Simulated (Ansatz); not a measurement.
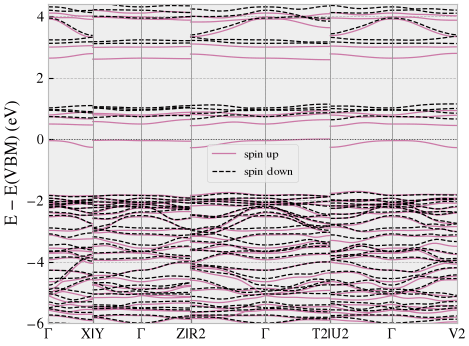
Band structure from the program Ansatz at the r²SCAN+D4 level (PAW)

Problem. Read off the gap and where the band edges lie.

Solution. About 0.4 eV (0.42 eV by a search for the band edges); maximum at T2, minimum at U2.

The material is W2NCl8 in space group P-1 (No. 2; Pearson symbol aP11).

The workflow started from a Materials Project entry (that database holds measured and hypothetical structures alike); the Crystallography Open Database copy checked does not list it. Entries of such low symmetry are often ordered models of mixed-site phases. Its standing as an ambient phase is unchecked. The r²SCAN+D4 relaxation kept the symmetry of its start; its stability against distortions is not shown here. The final state is ferromagnetic, chosen from 2 collinear starts compared on coarse meshes (ties went to the first, and starts can fall back to one state), not a proven ground state. Other orbital occupations within this spin state were not tried. No Hubbard U is applied. Scalar-relativistic: spin–orbit coupling is off unless named, which matters more the heavier the elements.

Potentials: the later of the program's two PAW sets.
